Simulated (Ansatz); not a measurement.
A series of calculations on CH6BFO

## 1. Relaxation

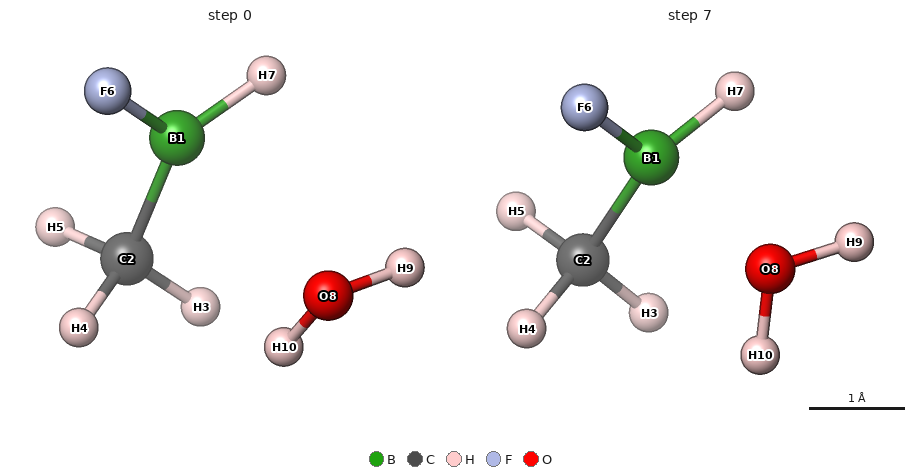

The structure of CH6BFO before (left) and after (right) a relaxation, at one scale.

Style: ball-and-stick. Shown at a tilt.

The run prepares an end point of a later path (reaction) calculation, from a guessed geometry.

Theory: RKS B3LYP/6-31G* in Ansatz 0.2.0. Set-up: no spin polarisation; force threshold 0.03 eV/Å; at most 50 steps.

What changed between the two?

O8 moves most after the best rigid fit: 0.36 Å. By element the largest moves are O 0.36 Å, H 0.29 Å, F 0.27 Å, B 0.27 Å, C 0.07 Å. Some distances before and after: B1–O8 2.605 → 1.994 Å, B1–F6 1.331 → 1.352 Å, O8–H10 0.986 → 0.971 Å, B1–H7 1.201 → 1.208 Å. Among the angles between lasting bonds that change: C2–B1–H7 123.4° → 120.7°. Over 7 geometry steps the energy falls by 0.137 eV. The largest force component goes from 0.73 to 0.017 eV/Å.

## 2. Relaxation

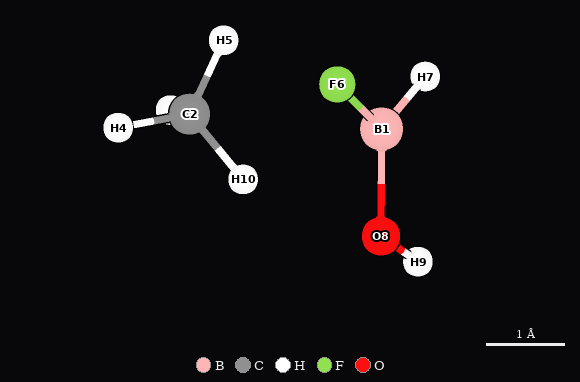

Starting structure of CH6BFO. Style: ball-and-stick. Shown at a tilt.

The run prepares an end point of a later path (reaction) calculation, from a guessed geometry.

These are results of RKS B3LYP/6-31G* (Ansatz), not measurements.

The input:
```yaml
crystal:
  periodic: [false, false, false]
  atoms:
    - { symbol: B, position_ang: [0.017427, -0.446174, -0.442761] }
    - { symbol: C, position_ang: [-0.046137, -0.154961, 2.358169] }
    - { symbol: H, position_ang: [-0.879329, -0.088397, 3.063612] }
    - { symbol: H, position_ang: [0.884321, -0.296004, 2.916319] }
    - { symbol: H, position_ang: [0.019212, 0.774888, 1.791437] }
    - { symbol: F, position_ang: [1.204667, 0.142721, -0.443085] }
    - { symbol: H, position_ang: [-0.968931, 0.209222, -0.592143] }
    - { symbol: O, position_ang: [-0.00617, -1.823893, -0.363333] }
    - { symbol: H, position_ang: [-0.91096, -2.163502, -0.412921] }
    - { symbol: H, position_ang: [-0.192401, -1.0203, 1.696406] }
basis:
  gaussian: { orbitals: "6-31G*" }
hamiltonian:
  xc: b3lyp
relax:
  f_tol: 0.03
  max_steps: 50
```

Launched with:
```bash
ansatz run input.yaml --threads 1 --pin off --max-ram 2048MiB --backend cpu --events-out ev --progress --plain --runs-dir out
```

Q: Predict the outcome.

A: After 40 accepted moves (45 points after the start) the energy has fallen by 5.28 kcal/mol. Largest force component: 0.95 eV/Å at the start, 0.018 eV/Å at the end. The line search rejected the trial steps at points 10, 13, 18, 38, 44 of the run. The forces were under the threshold at step 11, but the run went on from there. The largest move after the best rigid fit is that of H10, 1.87 Å. By element the largest moves are H 1.87 Å, O 1.16 Å, C 0.92 Å, B 0.79 Å, F 0.65 Å. Among the contacts that change: B1–O8 1.380 → 1.351 Å, C2–H10 1.099 → 1.094 Å, B1–F6 1.325 → 1.331 Å.

The structure at the end:

```xyz
10

B    -0.2534   -0.6625   -1.1497
C     0.1342    0.0262    3.2414
H    -0.6282    0.7755    3.4724
H     1.0570    0.2727    3.7737
H     0.3255    0.0157    2.1659
F     0.6138   -0.0996   -0.3122
H    -1.1837   -0.0194   -1.5401
O    -0.0257   -1.9428   -1.5169
H    -0.7017   -2.2731   -2.1247
H    -0.2162   -0.9590    3.5619
```

After the run, drawn alike:

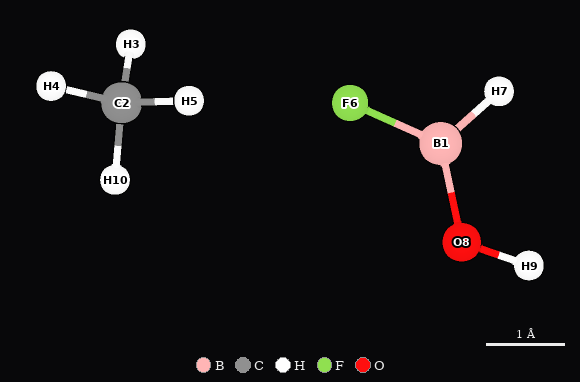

Limits of the set-up: the start holds two separate molecules, 2.2 Å apart at their closest, whose relative position is a soft coordinate and is computed without a dispersion correction.

## 3. Path

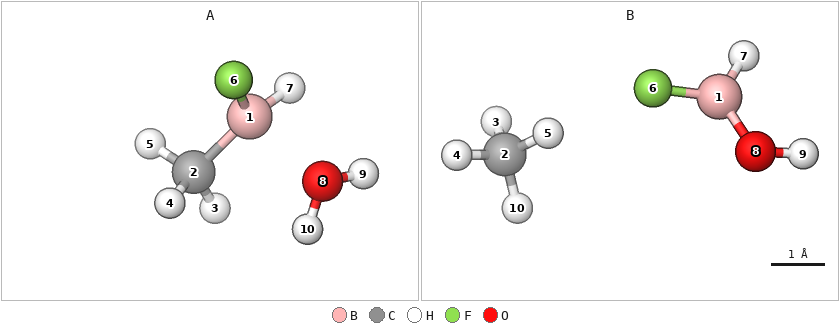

The two relaxed end points of a path for CH6BFO. A ball-and-stick model, seen at a tilt.

The calculation used RKS B3LYP/6-31G* (Ansatz 0.2.0).

Run with 7 movable images; climbing image; force threshold 0.05 eV/Å; iteration limit 60.

Start:
```xyz
10

B     0.0491   -0.0230    0.2942
C     0.0378    0.2675    1.8549
H    -0.8759   -0.0777    2.3571
H     0.9071   -0.1608    2.3731
H     0.0840    1.3541    2.0181
F     1.2248    0.0951   -0.3623
H    -0.9427    0.1540   -0.3724
O    -0.1364   -2.0079    0.2982
H    -1.0019   -2.1716   -0.1106
H    -0.2241   -2.2962    1.2214
```

End:
```xyz
10

B    -0.3610   -0.7396   -1.1305
C     0.2420    0.1106    3.2076
H    -0.5272    0.8479    3.4546
H     1.1848    0.3989    3.6804
H     0.3757    0.0677    2.1243
F     0.5341   -0.1261   -0.3607
H    -1.3281   -0.1345   -1.4909
O    -0.1182   -2.0257   -1.4668
H    -0.8166   -2.3941   -2.0256
H    -0.0637   -0.8715    3.5793
```

Question: What barrier does the band find between them, and by what path?

Answer: Forward barrier 116.3 kJ/mol, backward barrier 269.5 kJ/mol, with image 1 at the top; the reaction energy is −153.2 kJ/mol. Breaking: B1–C2 (1.59 → 1.80 at the top → 4.46 Å), O8–H10 (0.97 → 1.23 at the top → 5.18 Å). Forming: B1–O8 (1.99 → 1.59 at the top → 1.35 Å), C2–H10 (2.65 → 1.41 at the top → 1.09 Å). The band converged in 28 iterations, with a climbing image at the top. At the top, the vibrational analysis gives one imaginary mode (1455i cm⁻¹), as a transition state must have.

Energies of the converged images:

| image | path (Å) | E (kJ/mol) |
| --- | --- | --- |
| 0 | 0.00 | 0.0 |
| 1 | 1.31 | 116.3 |
| 2 | 2.11 | -77.2 |
| 3 | 2.90 | -140.5 |
| 4 | 3.70 | -150.5 |
| 5 | 4.49 | -151.7 |
| 6 | 5.29 | -152.2 |
| 7 | 6.08 | -152.8 |
| 8 | 6.88 | -153.2 |

The geometry at the top of the path:

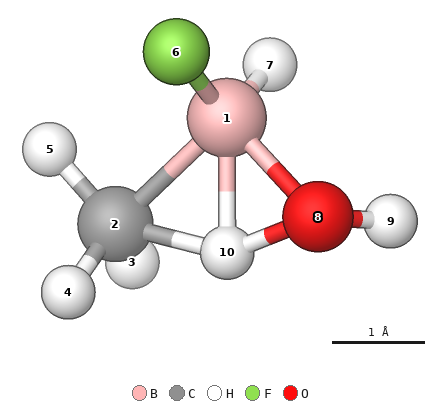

Cost: 6.6 min on 1 thread of Arm Neoverse V2, with other jobs on the host, peak memory 0.14 GiB.
